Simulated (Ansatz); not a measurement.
The parent structure is WSe2 (space group P6_3/mmc, No. 194; a = 3.300 Å, c = 13.151 Å; layered, stacked along the Cartesian z axis).

Modification: hole doping at 3.0×10^21 cm⁻³ (0.372 per cell), with a uniform compensating background at fixed cell and a 300 K Fermi–Dirac width.

All numbers come from DFT with r2SCAN+rVV10, PAW potentials and a 500 eV plane-wave cutoff in Ansatz (a program for electronic structure), without spin-orbit coupling.

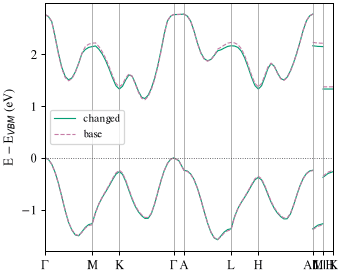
Figure: Highest valence and lowest conduction band along the path, each from its own valence-band maximum

Q: From the figure, how large is the changed gap, and is it direct?

A: About 1.1 eV, indirect, Γ → K–Γ (47 % along).

Charged cell with a jellium background: band edges are those of the host's band count, energies are not comparable with the neutral cell, and many-body gap narrowing is missing. With W present, leaving out spin-orbit coupling can change the band edges. Whether these cells are dynamically stable was not tested.
